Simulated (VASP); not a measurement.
Band structure of PbSe (rock salt). These are PBE GGA, VASP's PBE PAW potentials (set 64) (plane waves; VASP) values and carry that method's errors.

Unless said otherwise, spin-orbit coupling is left out, though it shifts the bands of the heavy elements here.

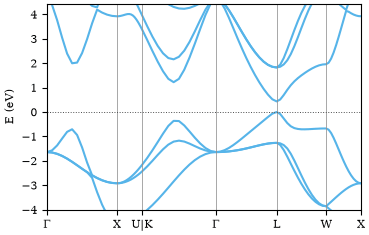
Fig. 1. Bands along high-symmetry lines, zero at the valence-band maximum or, without a gap, the Fermi level

Read the plot: is there a gap, and where are the band edges?

The gap is direct, 0.44 eV, from the valence maximum at L to the conduction minimum at L. (Edges off the drawn lines would not show.)

The compound is PbSe in the rock salt structure. It was relaxed first.
